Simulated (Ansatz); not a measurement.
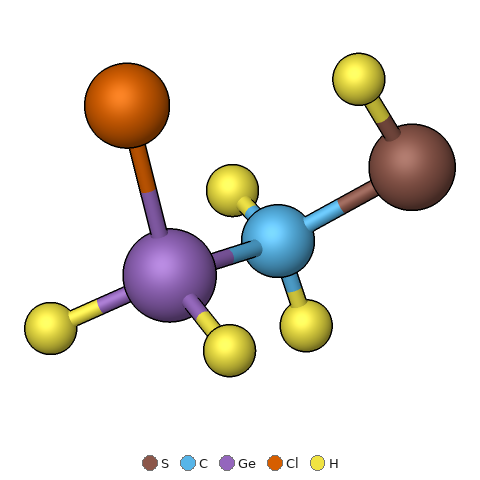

The molecule: CH₅ClGeS, SMILES S[CH2][GeH2][Cl], singlet.

Hartree-Fock orbital energies near the frontier, HF/def2-TZVPP with the Ansatz code, at a PBE0-D4/def2-TZVP geometry (a minimum by its frequencies), isolated molecule; empty levels in grey, levels within 0.03 eV side by side.

> Where do the frontier orbitals lie?

HOMO at −9.74 eV, LUMO at 3.10 eV, 12.84 eV apart.

> List the levels.

| orbital | energy (eV) |
| --- | --- |
| LUMO+5 | 5.15 |
| LUMO+4 | 4.77 |
| LUMO+3 | 4.50 |
| LUMO+2 | 4.05 |
| LUMO+1 | 3.49 |
| LUMO | 3.10 |
| HOMO | −9.74 |
| HOMO−1 | −12.02 |
| HOMO−2 | −12.09 |
| HOMO−3 | −12.54 |
| HOMO−4 | −13.62 |
| HOMO−5 | −13.92 |
| HOMO−6 | −14.90 |

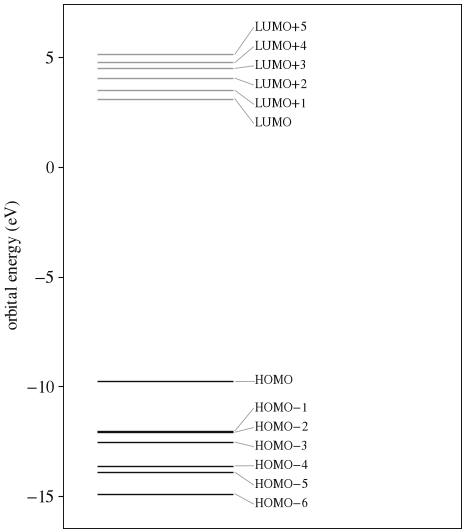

Note: no scalar relativity up to krypton; one conformer of a flexible molecule; empty levels above zero depend strongly on the basis.
